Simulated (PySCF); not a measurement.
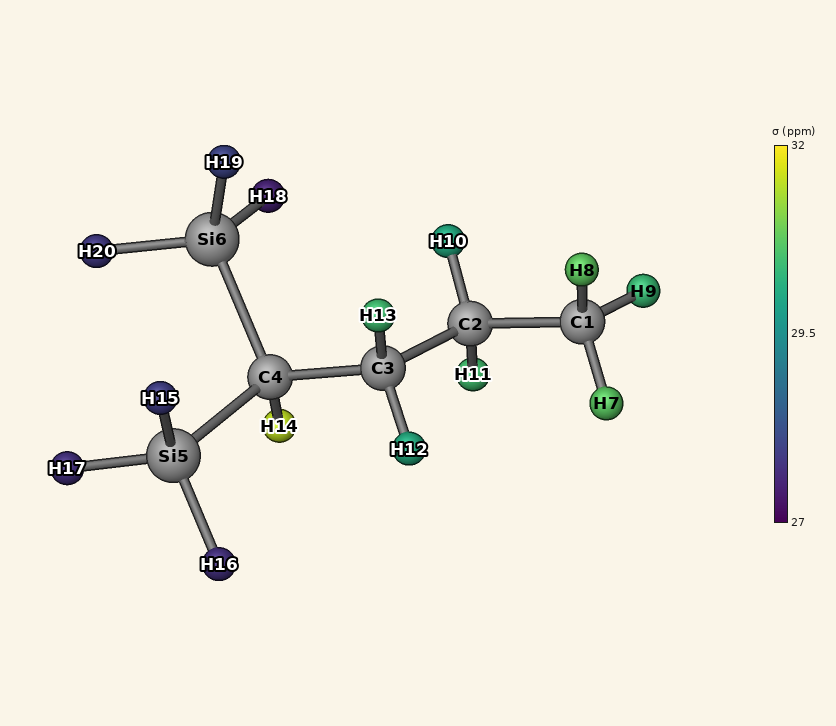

Atoms are coloured by their isotropic NMR shieldings (H only, the others grey). Computed geometry: GFN2-xTB optimisation. No frequency run is at hand to confirm it as a minimum. Method: GIAO PBE0/pcSseg-1 NMR shielding, non-relativistic, gas phase (PySCF 2.14.0).

> Which H atom is the most shielded (lowest chemical shift)?

H14 (31.52 ppm).

> Which H atom is the least shielded (highest chemical shift)?

H18 (27.50 ppm).

> How wide is the range of H shifts?

4.02 ppm.

Give the isotropic NMR shieldings of the H atoms atom by atom.

```csv
atom,σ (ppm)
H7,30.74
H8,30.78
H9,30.41
H10,30.07
H11,30.51
H12,30.10
H13,30.48
H14,31.52
H15,27.94
H16,27.73
H17,27.73
H18,27.50
H19,28.06
H20,27.86
```

The geometry is semi-empirical. Around Si such bond lengths and angles can be off by a tenth of an ångström or more and by several degrees, and values that hang on the shape move with them.
